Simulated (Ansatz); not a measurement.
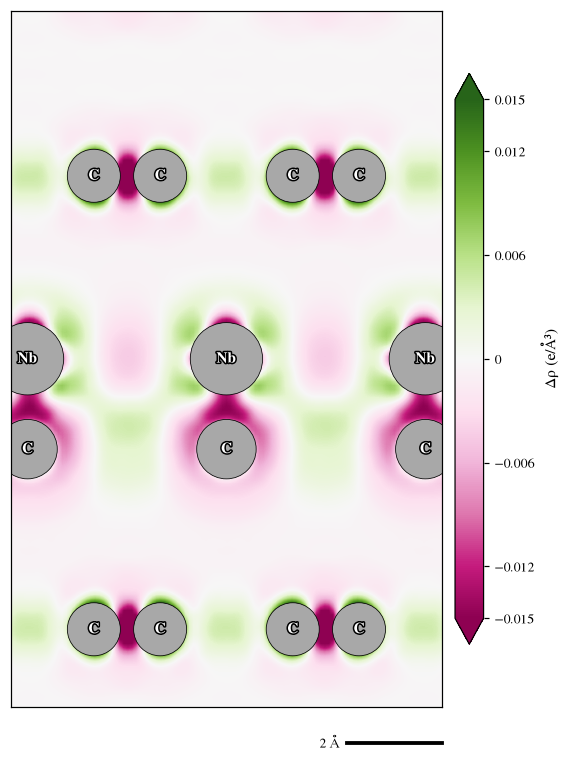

NbC₇. Difference of the valence pseudo-densities of two functionals at the same geometry, on the (100) plane of the calculation cell: one of PBE and r2SCAN less the other.

Space group P-3m1; a generated structure, not necessarily the stable one.

Both computed with Ansatz (plane waves, PAW), on the same k-point mesh. Grey discs cover the atomic cores.

```yaml
crystal:
  lattice:
    - [4.20617, 0.00000, 0.00000]
    - [-2.10308, 3.64265, 0.00000]
    - [0.00000, 0.00000, 14.02314]
  atoms:
    - { symbol: Nb, position: [0.33333, 0.66667, 0.06598] }
    - { symbol: Nb, position: [0.66667, 0.33333, 0.93402] }
    - { symbol: C, position: [0.33333, 0.66667, 0.92969] }
    - { symbol: C, position: [0.66667, 0.33333, 0.07031] }
    - { symbol: C, position: [0.33332, 0.33335, 0.34197] }
    - { symbol: C, position: [0.00003, 0.33335, 0.34197] }
    - { symbol: C, position: [0.66665, 0.99997, 0.34197] }
    - { symbol: C, position: [0.33332, 0.99997, 0.34197] }
    - { symbol: C, position: [0.66665, 0.66668, 0.34197] }
    - { symbol: C, position: [0.00003, 0.66668, 0.34197] }
    - { symbol: C, position: [0.99997, 0.33332, 0.65803] }
    - { symbol: C, position: [0.66668, 0.00003, 0.65803] }
    - { symbol: C, position: [0.33335, 0.33332, 0.65803] }
    - { symbol: C, position: [0.33335, 0.00003, 0.65803] }
    - { symbol: C, position: [0.66668, 0.66665, 0.65803] }
    - { symbol: C, position: [0.99997, 0.66665, 0.65803] }
```

### Which was subtracted from which, and what does the map show?

It is PBE less r2SCAN. Against r2SCAN, PBE gives less density around C (−0.008 e/Å³ on average at 0.8 Å from the nucleus) and a change of −0.029 e/Å³ at the midpoint of C–C and −0.015 e/Å³ at the midpoint of Nb–C.
